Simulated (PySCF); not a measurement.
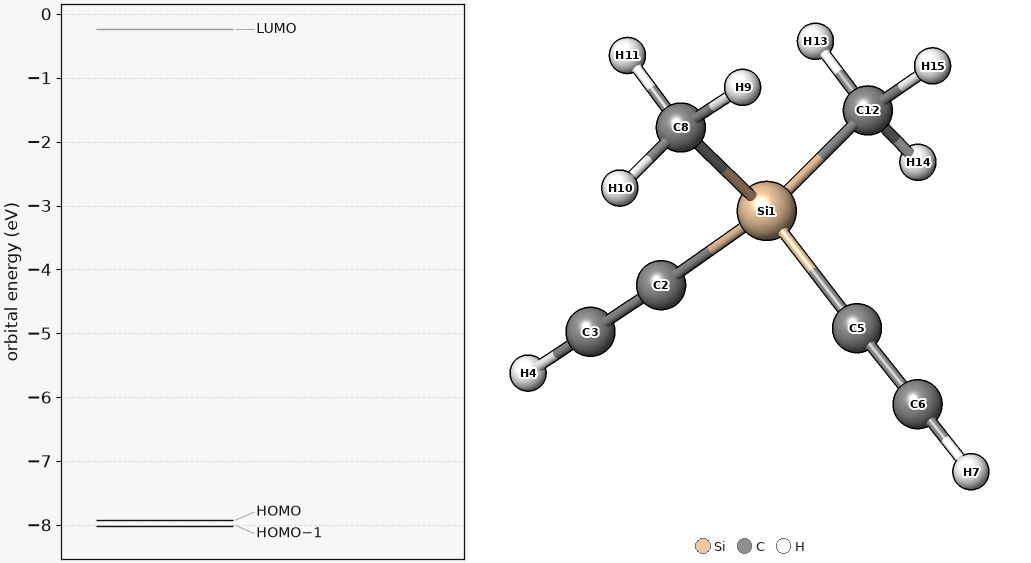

C₆H₈Si (Si(CCH)2Me2), SMILES C#C[Si](C)(C)C#C. Kohn-Sham orbital energies near the frontier, PBE0/def2-SVPD in PySCF 2.14.0, at a PBE0-D3(BJ)/def2-SVP geometry (no frequency check), isolated molecule; empty levels in grey, levels within 0.03 eV side by side.

Where do the frontier orbitals lie?

HOMO at −7.92 eV, LUMO at −0.24 eV, 7.68 eV apart.

On which atoms do HOMO and LUMO mostly sit?

HOMO: C6 18 %, C3 17 %, C5 17 %. LUMO: C3 18 %, C6 18 %, C2 17 % (Löwdin shares).
